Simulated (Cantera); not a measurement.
A closed system holds: 1 mol Ti, 1.5 mol C3H8, held at 0.690 bar.

Equilibrium computed with Cantera from the NASA thermochemical tables; the gas is ideal and each condensed phase is pure. Candidate condensed phases: C, C6H6, C7H8, C8H18, Ti, TiC; 77 gas species. TiC: taken at fixed stoichiometry. Equilibrium is a limit: real reactors are often held back by kinetics, nucleation or transport.

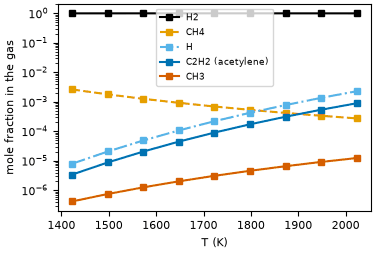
Figure. Equilibrium gas composition (values under 1e-9 drawn at 1e-9)

Question: Read off the mole fractions at 1798 K.

Answer: H2 about 1.00, CH4 about 0.00053, H about 0.00042, C2H2 (acetylene) about 0.00017, CH3 about 4.6e-6.
